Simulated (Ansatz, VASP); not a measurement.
**Cross-check of MgB between VASP and Ansatz**

Wanted: the spread between two codes on one cell, functional and k mesh. The cell is invented: As first built, before any earlier steps moved the atoms (in the runner's words): it takes the MgAl structure with some of its atoms replaced by other elements, volume scaled by an estimate. It may not be a known or stable phase. The cell is taken from a series of VASP runs on this material, whose earlier steps may have relaxed, scaled or displaced it; both programs get it as it stands. Other levels of theory on this material are compared in a session of their own. Valence electrons are named where the data sets of a main pair hold unlike numbers.

Calculated with Ansatz 0.2.0; plane waves, with VASP 6.6.1 beside it; band structure at r2SCAN.

## Step 1: Set-up

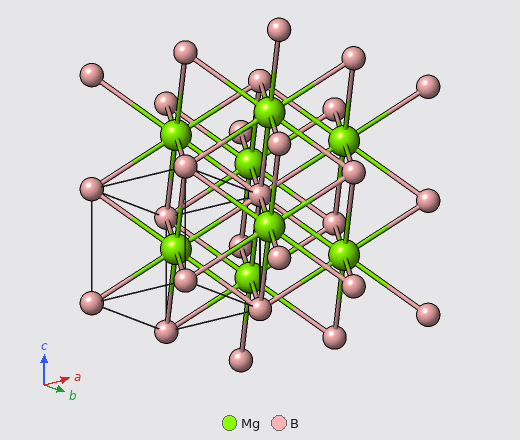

The starting structure, seen from a free direction (magnesium green, boron pink). 2×2×2 cells are drawn. Some periodic images of atoms are drawn too.

## Step 2: Ansatz: band structure, r2SCAN

Ansatz runs on its default PAW (the set named soft_2) files.

With cell and atoms fixed, the geometry can't cause a difference; cores, projectors, grids and the points listed under the comparison can.

The input, input.yaml:

```yaml
crystal:
  lattice:
    - [2.8941936783, 0.0, 0.0]
    - [0.0, 2.8941936783, 0.0]
    - [0.0, 0.0, 2.8941936783]
  atoms:
    - { symbol: Mg, position: [0.5, 0.5, 0.5] }
    - { symbol: B, position: [0.0, 0.0, 0.0] }
hamiltonian:
  xc: r2scan
  pseudopotentials: { kind: paw }
kpoints:
  mp_grid: { grid: [5, 5, 5] }
  band_path:
    path:
      - [0.0, 0.0, 0.0]
      - [0.0, 0.1, 0.0]
      - [0.0, 0.2, 0.0]
      - [0.0, 0.3, 0.0]
      - [0.0, 0.43333, 0.0]
      - [0.0, 0.5, 0.0]
      - [0.1, 0.5, 0.0]
      - [0.2, 0.5, 0.0]
      - [0.33333, 0.5, 0.0]
      - [0.43333, 0.5, 0.0]
      - [0.5, 0.5, 0.0]
      - [0.36667, 0.36667, 0.0]
      - [0.26667, 0.26667, 0.0]
      - [0.16667, 0.16667, 0.0]
      - [0.06667, 0.06667, 0.0]
      - [0.03333, 0.03333, 0.03333]
      - [0.13333, 0.13333, 0.13333]
      - [0.23333, 0.23333, 0.23333]
      - [0.33333, 0.33333, 0.33333]
      - [0.46667, 0.46667, 0.46667]
      - [0.46667, 0.5, 0.46667]
      - [0.36667, 0.5, 0.36667]
      - [0.23333, 0.5, 0.23333]
      - [0.13333, 0.5, 0.13333]
      - [0.03333, 0.5, 0.03333]
      - [0.5, 0.5, 0.03333]
      - [0.5, 0.5, 0.16667]
      - [0.5, 0.5, 0.26667]
      - [0.5, 0.5, 0.36667]
      - [0.5, 0.5, 0.5]
    npoints: 1
scf:
  occupations: { method: gaussian, width: 0.02 }
  n_extra_bands: 7
output:
  forces: true
  stress: true
  eigenvalues: true
```

The run is started by

```console
> ansatz run input.yaml --threads 2 --pin off --max-ram 4608MiB --backend cpu --events-out ev --progress --plain --runs-dir out
```

Numbers of over 12 decimals in the logs are rounded to 6 here.

Log:

```text
scf.n_extra_bands = 7 over 7 filled bands (N_el = 13.0): the run solves 14 bands
Engine: ansatz 0.2.0, aarch64-unknown-linux-gnu
Pseudopotentials: kind: paw
Pseudopotential: Mg, paw, valence charge 10, recommended cutoff 500 eV (meta_gga), Mg.paw.azcp
Pseudopotential: B, paw, valence charge 3, recommended cutoff 500 eV (meta_gga), B.paw.azcp
Functional definition: r2SCAN
  parameter k0 = 0.174
  parameter k1 = 0.065
  parameter a1 = 4.9479
  exchange = r2scan_x(k0 = k0, k1 = k1, a1 = a1)
  correlation = r2scan_c
Crystal: 2 atoms, lattice volume = 24.243 Å³
Basis set: ecut = 500 eV, 619 PW (Γ), exchange–correlation on 96×96×96 points (64 copies of the dense FFT grid, shifted against one another)
Bands: 14, of which v1, the nominal top of the filled ones, is band 7 counted from 1 (6 counted from 0)
Symmetry: 48 space group operations
Space group: Pm-3m (ITA 221), of the structure as read, at distance tolerance 2.9e-5 Å
k-points: 10 of 125
Non-local potential: Mg, projectors of the file, l = 0: 3, l = 1: 2, l = 2: 1
Non-local potential: B, projectors of the file, l = 0: 2, l = 1: 2, l = 2: 1
PAW form: soft (Blöchl's): semilocal exchange-correlation on the pseudo side does not see the compensation charge
PAW frozen core: Mg, regenerated for the run's functional (the file was generated under x = pbe(κ = 0.804, μ = 0.219515), c = pbe(β = 0.066725))
PAW frozen core: B, regenerated for the run's functional (the file was generated under x = pbe(κ = 0.804, μ = 0.219515), c = pbe(β = 0.066725))
PAW one-centre angular grid: Mg, 302 points (default); XC on 224 Gauss nodes
PAW one-centre angular grid: B, 302 points (default); XC on 160 Gauss nodes
Initial density: superposition of atomic densities (neutral atoms: chi_scale 0, normalization atom), corrected by the library's trained network
Initial wavefunctions: pseudopotential atomic-orbital guess
Functional: x = r2scan, c = r2scan; τ floored in thin density (d = 2e-4 eV/Å³)
SCF iter   1: F=—  HF=-2081.267427 eV  |F-HF|=—  |Δ(HF+E_count)|=         —  Δρ=8.36e-3  dr2=7.59e-3  dr2_τ=3.21e-2  ethr=1.77e-3  ⟨swp⟩=6.0  Hψ=800  notcnv=0
preconditioner: auto → none  [insulator: Δε(μ)=0.196 eV  Ē_g=15.593 eV  σ=0.020 eV  W_gap=0.71  n_scr=6 (ndim 8)  ℏωp=16.9 eV  f_vac=0.000  D(μ)=4.66/eV (n_scr^D=80)  ε∞_Penn≈2.2]
SCF iter   2: F=—  HF=-2081.291811 eV  |F-HF|=—  |Δ(HF+E_count)|=   2.44e-2  Δρ=2.66e-3  dr2=8.59e-4  dr2_τ=5.03e-5  ethr=5.84e-5  ⟨swp⟩=2.3  Hψ=335  notcnv=0  defer=28
SCF iter   3: F=—  HF=-2081.292297 eV  |F-HF|=—  |Δ(HF+E_count)|=   4.86e-4  Δρ=8.72e-4  dr2=1.23e-4  dr2_τ=2.44e-6  ethr=6.61e-6  ⟨swp⟩=3.0  Hψ=224  notcnv=0  defer=28
SCF iter   4: F=—  HF=-2081.292377 eV  |F-HF|=—  |Δ(HF+E_count)|=   7.99e-5  Δρ=7.62e-5  dr2=1.14e-6  dr2_τ=2.57e-8  ethr=9.46e-7  ⟨swp⟩=2.1  Hψ=136  notcnv=0  defer=28
SCF iter   5: F=—  HF=-2081.292378 eV  |F-HF|=—  |Δ(HF+E_count)|=   6.87e-7  Δρ=1.02e-5  dr2=2.17e-8  dr2_τ=1.68e-10  ethr=8.77e-9  ⟨swp⟩=2.0  Hψ=137  notcnv=0  defer=28
SCF iter   6: F=-2081.292378 eV  HF=-2081.292378 eV  |F-HF|=8.23e-11  |Δ(HF+E_count)|=   4.94e-8  Δρ=1.21e-6  dr2=1.97e-10  dr2_τ=6.51e-12  ethr=1.67e-10  ⟨swp⟩=6.2  Hψ=630  notcnv=0
SCF 1 converged in 6 iterations: F = -2081.292378 eV  dr2 = 1.97e-10
  greatest PAW one-centre occupation: 1.000 electrons in one spin orbital (limit 2), on the Mg atom at site 0 (counted from 0), in its partial waves of l = 0
NSCF: frozen V_eff on 30 k-points
SCF converged after 6 iterations
Free energy (F): -2081.292378 eV
Harris-Foulkes:  -2081.292378 eV  (|F-HF|=8.23e-11)
Internal energy: -2081.291446 eV  (E = F + TS)
E sigma→0 (E₀):  -2081.291912 eV
Entropy (-TS):   -0.000932 eV (-0.466 meV/atom)
Fermi energy:    8.502772 eV
--- Per-component energies (eV) ---
  E_band       = -329.340978
  E_kinetic    = 117.948440
  E_local      = -1535.061506  (includes V_loc(G=0)·N_el)
  E_nonlocal   = 108.380886
  E_hartree    = 549.077697
  E_xc         = -57.078086
  E_vxc        = -78.545044  (∫ρ·V_xc dr)
  E_paw        = -375.463823  (= ΣΔE_a)
  E_vpaw       = -44.645967  (= ΣTr[D̂ρ^β])
  E_aug_tail   = -0.000003  (compensation charges beyond the density's cutoff)
  E_vtau       = 4.427011  (kinetic-family band-sum trace: ∫τ·v_τ [+ j·A + Jᵃ·Aᵃ] dr)
  E_ewald      = -889.050401
  E_core_change = -0.044650  (= ΣΔE_core)
  E_smearing   = -0.000932  (= −TS)
  E_closure    = -0.000000  (closes the sum)
  Σ components = -2081.292378   (vs F -2081.292378, Δ=0.00e0)
--- Forces (eV/Å), atoms counted from 1 ---
  atom   1  Mg     0.00000000     0.00000000    -0.00000000
  atom   2  B      0.00000000     0.00000000     0.00000000
  max |Σ_I F_I| component: 4.14e-30 eV/Å
--- Stress (GPa, compression-positive) ---
       -0.218235      -0.000000       0.000000
       -0.000000      -0.218235       0.000000
        0.000000       0.000000      -0.218235
  P = ⅓ Tr σ = -0.2182 GPa (-2.182 kbar)
--- Band table (eV; the first three rows and the last of 10) ---
  k-point 0: bands = [... 3 lower, -34.8406, -3.0615, 11.1895, 11.1895, 11.1895, 15.8036, 15.8036, 18.3179, ... 3 higher]
  k-point 1: bands = [... 3 lower, -34.8389, -2.3955, 7.5972, 11.5570, 11.5570, 16.5552, 17.9801, 20.3803, ... 3 higher]
  k-point 2: bands = [... 3 lower, -34.8362, -0.5545, 3.4513, 12.2857, 12.2857, 18.7784, 19.4035, 21.6010, ... 3 higher]
  k-point 9: bands = [... 3 lower, -34.8772, 3.9994, 7.0167, 7.0167, 8.2491, 13.7286, 13.7286, 13.8705, ... 3 higher]
```

Run time: 1.2 s. Hardware: 2 threads of Arm Neoverse V2, shared host; peak memory 0.3 GiB; 1.8 s of CPU time.

## Step 3: VASP: band structure, r2SCAN

The same cell, functional, mesh and smearing now go to VASP, with its own data sets.

Lines of VASP's logs that name or quote its potential files are left out, and so is its time.

The input, INCAR:

```
SYSTEM = MgB
PREC = Accurate
ENCUT = 420
EDIFF = 1E-06
NELM = 100
ISMEAR = 0
SIGMA = 0.02
LREAL = .FALSE.
ALGO = Normal
METAGGA = R2SCAN
LASPH = .TRUE.
LORBIT = 11
LWAVE = .FALSE.
LCHARG = .FALSE.
KPAR = 4
```

The input, POSCAR:

```
MgB
1.0
    2.8941936783      0.0000000000      0.0000000000
    0.0000000000      2.8941936783      0.0000000000
    0.0000000000      0.0000000000      2.8941936783
Mg B
1 1
Direct
    0.5000000000      0.5000000000      0.5000000000
    0.0000000000      0.0000000000      0.0000000000
```

The input, KPOINTS:

```
Automatic mesh
0
Gamma
5 5 5
0 0 0
```

The input, KPOINTS_OPT:

```
Line mode
16
Line-mode
Reciprocal
  0.00000000   0.00000000   0.00000000 GAMMA
  0.00000000   0.50000000   0.00000000 X

  0.00000000   0.50000000   0.00000000 X
  0.50000000   0.50000000   0.00000000 M

  0.50000000   0.50000000   0.00000000 M
  0.00000000   0.00000000   0.00000000 GAMMA

  0.00000000   0.00000000   0.00000000 GAMMA
  0.50000000   0.50000000   0.50000000 R

  0.50000000   0.50000000   0.50000000 R
  0.00000000   0.50000000   0.00000000 X

  0.50000000   0.50000000   0.00000000 M
  0.50000000   0.50000000   0.50000000 R
```

Potentials, in the order of the species: Mg and B (PBE family, release 64).

The run is started by

```console
> mpirun -np 4 vasp_std
```

Log:

```text
[banner, memory and clock lines left out]
running    4 mpi-ranks, on    1 nodes
 distrk:  each k-point on    1 cores,    4 groups
 distr:  one band on    1 cores,    1 groups

 POSCAR found type information on POSCAR MgB
 POSCAR found :  2 types and       2 ions
|                                                                             |
|               ----> ADVICE to this user running VASP <----                  |
|                                                                             |
|     You enforced a specific xc type in the INCAR file but a different       |
|     [... a line on the potential file left out ...]
|     I HOPE YOU KNOW WHAT YOU ARE DOING!                                     |
|                                                                             |

 LDA part: xc-table for (None), standard interpolation
 POSCAR, INCAR and KPOINTS ok, starting setup
 FFT: planning ... GRIDC
 FFT: planning ... GRID_SOFT
 FFT: planning ... GRID
 WAVECAR not read
 entering main loop
       N       E                     dE             d eps       ncg     rms          rms(c)
DAV:   1    -0.431367182042E+01   -0.43137E+01   -0.15993E+03   120   0.532E+02
DAV:   2    -0.104166740147E+02   -0.61030E+01   -0.56530E+01   162   0.537E+01
DAV:   3    -0.105027538323E+02   -0.86080E-01   -0.86080E-01   156   0.806E+00
DAV:   4    -0.105032814010E+02   -0.52757E-03   -0.52757E-03   174   0.582E-01
DAV:   5    -0.105032874628E+02   -0.60618E-05   -0.60620E-05   156   0.253E-02    0.184E+00
DAV:   6    -0.986938676488E+01    0.63390E+00   -0.30022E-01   126   0.424E+00    0.107E+00
DAV:   7    -0.984210791204E+01    0.27279E-01   -0.76979E-02   144   0.181E+00    0.354E-01
DAV:   8    -0.984152089857E+01    0.58701E-03   -0.46619E-03   138   0.679E-01    0.839E-02
DAV:   9    -0.984131932276E+01    0.20158E-03   -0.12051E-03   144   0.227E-01    0.216E-02
DAV:  10    -0.984131241682E+01    0.69059E-05   -0.21778E-05   150   0.427E-02    0.772E-03
DAV:  11    -0.984131166922E+01    0.74760E-06   -0.62541E-06   156   0.183E-02
   1 F= -.98413117E+01 E0= -.98408457E+01  d E =-.931948E-03
 Start KPOINTS_OPT (optional k-point list driver)
k-point batch [1-10\96]
       N       E                     dE             ncg
DAV:   1     0.820323692581E+02   -0.21842E+03      126
DAV:   2     0.869457849997E+01   -0.73338E+02      168
DAV:   3     0.756176749410E+01   -0.11328E+01      162
DAV:   4     0.755984089312E+01   -0.19266E-02      180
DAV:   5     0.755983930165E+01   -0.15915E-05      138
DAV:   6     0.755983929001E+01   -0.11637E-07      132
[...]
k-point batch [91-96\96]
       N       E                     dE             ncg
DAV:   1     0.885372937727E+03   -0.12567E+04       72
DAV:   2     0.856854302442E+03   -0.28519E+02       84
DAV:   3     0.856117746904E+03   -0.73656E+00       84
DAV:   4     0.856115647886E+03   -0.20990E-02      102
DAV:   5     0.856115641739E+03   -0.61464E-05       78
DAV:   6     0.856115641730E+03   -0.90361E-08       78
```

OUTCAR, selected parts (step 3):

```text
ion  position               nearest neighbor table
   1  0.500  0.500  0.500-   2 2.51   2 2.51   2 2.51   2 2.51   2 2.51   2 2.51   2 2.51   2 2.51

  LATTYP: Found a simple cubic cell.
 ALAT       =     2.8941936783

 Subroutine GETGRP returns: Found 48 space group operations
 (whereof 48 operations were pure point group operations)

The static configuration has the point symmetry O_h .

 Found     10 irreducible k-points:

   k-points           NKPTS =     10   k-points in BZ     NKDIM =     10   number of bands    NBANDS=      6

   dimension x,y,z NGX =    20 NGY =   20 NGZ =   20
   dimension x,y,z NGXF=    40 NGYF=   40 NGZF=   40

   ENCUT  =  420.0 eV  30.87 Ry    5.56 a.u.   4.84  4.84  4.84*2*pi/ulx,y,z

   NELECT =       5.0000    total number of electrons

 k-points in reciprocal lattice and weights: Automatic mesh
   0.00000000  0.00000000  0.00000000       0.008
   0.20000000  0.00000000  0.00000000       0.048
   0.40000000  0.00000000  0.00000000       0.048
   0.20000000  0.20000000  0.00000000       0.096
   0.40000000  0.20000000  0.00000000       0.192
   0.40000000  0.40000000  0.00000000       0.096
   0.20000000  0.20000000  0.20000000       0.064
   0.40000000  0.20000000  0.20000000       0.192
   0.40000000  0.40000000  0.20000000       0.192
   0.40000000  0.40000000  0.40000000       0.064

 average (electrostatic) potential at core
       1 -39.6856       2 -29.6120

 E-fermi :   4.7029

 k-point     1 :       0.0000    0.0000    0.0000
  band No.  band energies     occupation
      1      -6.8568      2.00000
      2       7.3892      0.00000
      3       7.3892      0.00000
      4       7.3892      0.00000
      5      12.0236      0.00000
      6      12.0236      0.00000

 k-point     2 :       0.2000    0.0000    0.0000
  band No.  band energies     occupation
      1      -6.1953      2.00000
      2       3.7958      2.00000
      3       7.7578      0.00000
      4       7.7578      0.00000
      5      12.7770      0.00000
      6      14.1816      0.00000

 k-point     3 :       0.4000    0.0000    0.0000
  band No.  band energies     occupation
      1      -4.3630      2.00000
      2      -0.3520      2.00000
      3       8.4892      0.00000
      4       8.4892      0.00000
      5      15.0068      0.00000
      6      15.5947      0.00000

  Total       -0.0966528     -0.0966528     -0.0966528     -0.0000000     -0.0000000      0.0000000
  in kB       -6.3876680     -6.3876680     -6.3876680     -0.0000000     -0.0000000      0.0000000
  external PRESSURE =      -6.3876680 kB  Pullay stress =       0.0000000 kB

  energy-cutoff  :      420.00
  volume of cell :       24.24
      direct lattice vectors                 reciprocal lattice vectors
     2.894193678  0.000000000  0.000000000     0.345519378  0.000000000  0.000000000
     0.000000000  2.894193678  0.000000000     0.000000000  0.345519378  0.000000000
     0.000000000  0.000000000  2.894193678     0.000000000  0.000000000  0.345519378

 POSITION                                       TOTAL-FORCE (eV/Angst)
 -----------------------------------------------------------------------------------
      1.44710      1.44710      1.44710         0.000000      0.000000      0.000000
      0.00000      0.00000      0.00000         0.000000      0.000000      0.000000
 -----------------------------------------------------------------------------------
    total drift:                               -0.000000      0.000000     -0.000000

  FREE ENERGIE OF THE ION-ELECTRON SYSTEM (eV)
  ---------------------------------------------------
  free  energy   TOTEN  =        -9.8413116692 eV

  energy  without entropy=       -9.8403797211  energy(sigma->0) =       -9.84084570

 total charge
# of ion       s       p       d       tot
------------------------------------------
    1        0.161   0.184   0.047   0.392
    2        0.767   0.840   0.000   1.607
--------------------------------------------------
tot          0.928   1.024   0.047   1.999

[... 3 further parts left out ...]
```

The run ends at a pressure of -0.64 GPa.

## Step 4: Differences

Known differences besides the potentials themselves: VASP keeps PBE cores, Ansatz makes them for the functional; the data sets hold 13 valence electrons in Ansatz (on its default PAW (the set named soft_2) files) and 5 in VASP; the cutoff is 500 eV in Ansatz and 420 eV in VASP. Total energies have different zeros and are not compared.

Both answers:

| quantity | Ansatz | VASP | difference |
| --- | --- | --- | --- |
| pressure (GPa) | -0.22 | -0.64 | +0.42 |

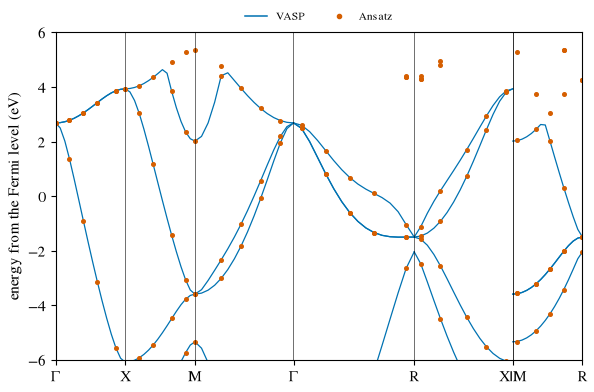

Bands from VASP (lines) and levels from Ansatz (dots). Dots without a line are higher empty bands that the VASP plot leaves out.

Levels from 3 eV below to 2 eV above the Fermi level differ by 4 meV r.m.s. and 8 meV at most; each VASP level is matched to the nearest of Ansatz, which flatters the figure a little.

## Step 5: Summary of results

| Quantity | Value |
| --- | --- |
| r.m.s. difference of levels near the Fermi level (band structure, r2SCAN) | 3.7 meV |

In words: The r.m.s. difference of levels near the Fermi level is 3.7 meV (band structure, r2SCAN), within the 80 meV picked in this series as the mark of a large difference. The data sets hold unlike numbers of valence electrons (13 in Ansatz and 5 in VASP), so part of the differences comes from the potentials. 3 further runs of this series are not shown here. Such differences can come from data sets, numerical settings and the points named under the comparisons, not from the functional's error against experiment.

[Lines on the potential files, build, host, timing and source positions are cut from VASP's logs without a mark.]

[Logs are printed without paths, hosts, clocks, repeated set-up lines and the standing remarks that a program may print on its own settings, such as how far it seeks lower states.]

[Hosts, paths, dates, database ids (printed as entryN), source tags and the programs' standing remarks are cut or masked in the printed files.]
